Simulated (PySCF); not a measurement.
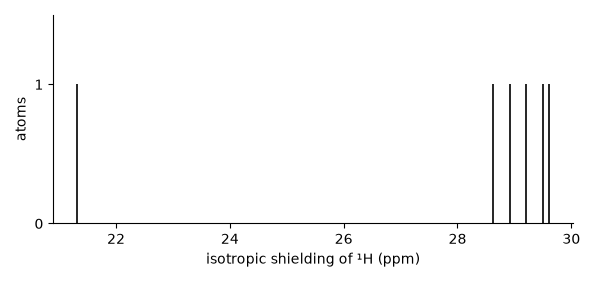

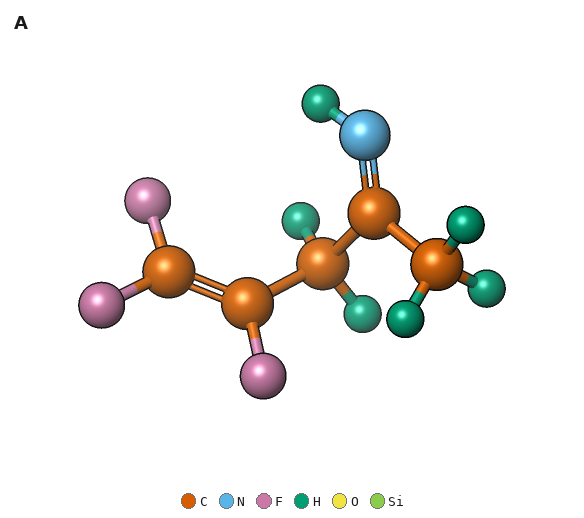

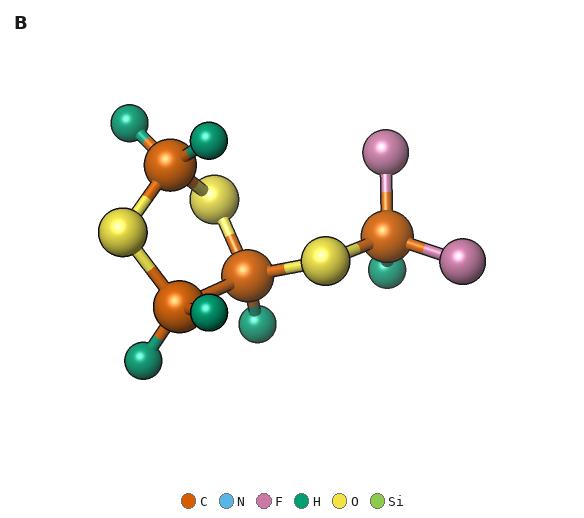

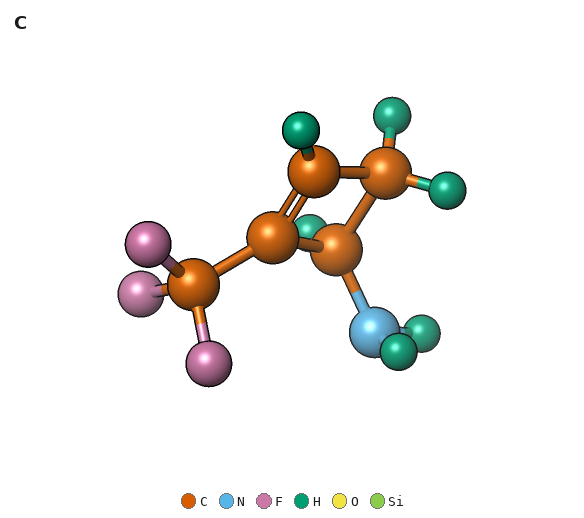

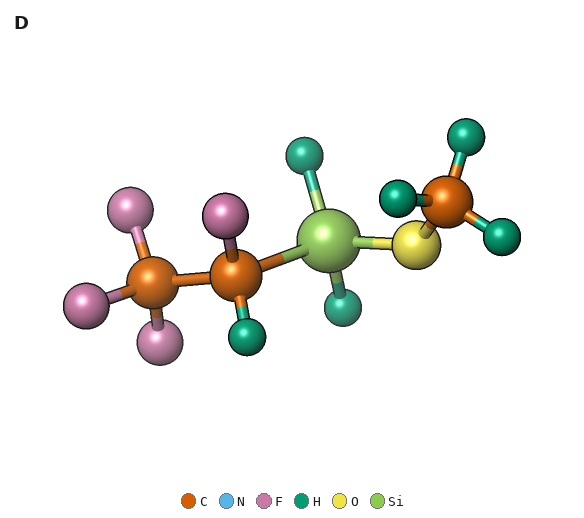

The sticks are computed shieldings of one of the molecules, for one fixed geometry (GFN2-xTB) without averaging over rotations. Low shielding means a high chemical shift. Method: GIAO PBE0/pcSseg-1 NMR shielding, non-relativistic, gas phase (PySCF 2.14.0).

Question: Which molecule gives this pattern?

Answer: A, `[H]/N=C(/C)CC(F)=C(F)F`. Its 6 H atoms give lines at 21.31, 28.63, 28.93, 29.20, 29.51, 29.61 ppm.

The geometry is semi-empirical. Around Si such bond lengths and angles can be off by a tenth of an ångström or more and by several degrees, and values that hang on the shape move with them.
